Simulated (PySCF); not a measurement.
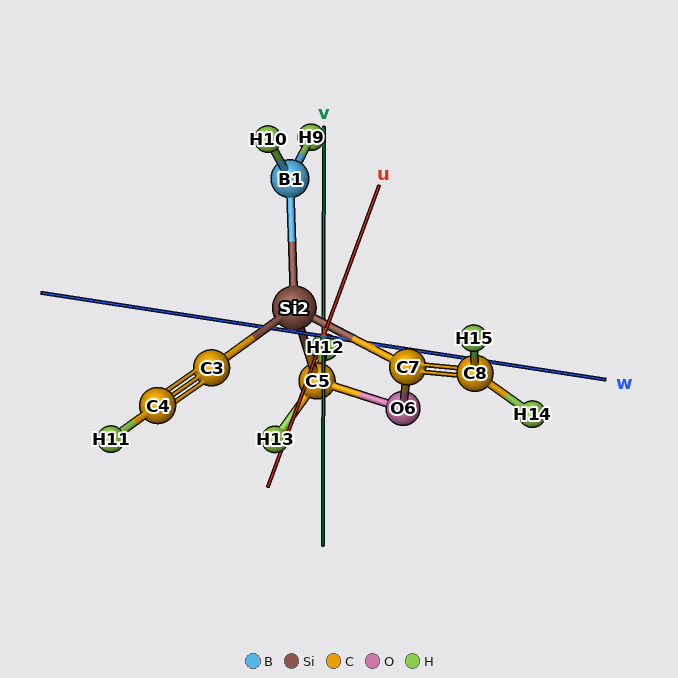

The lines u, v and w are the principal axes of the static dipole polarisability. The computed structure is the end point of a GFN2-xTB optimisation. No frequency run is at hand to confirm it as a minimum. Method: PBE0/def2-SVPD (PySCF 2.14.0).

Along which axis is the molecule most polarisable, and along which least?

Most along w (close to the long direction C4···C8), least along u.

Give the three principal values.

u 93.2, v 102.5, w 115.4 bohr³; mean 103.7, anisotropy 19.3 bohr³.

The geometry is semi-empirical. Around B, Si such bond lengths and angles can be off by a tenth of an ångström or more and by several degrees, and values that hang on the shape move with them.
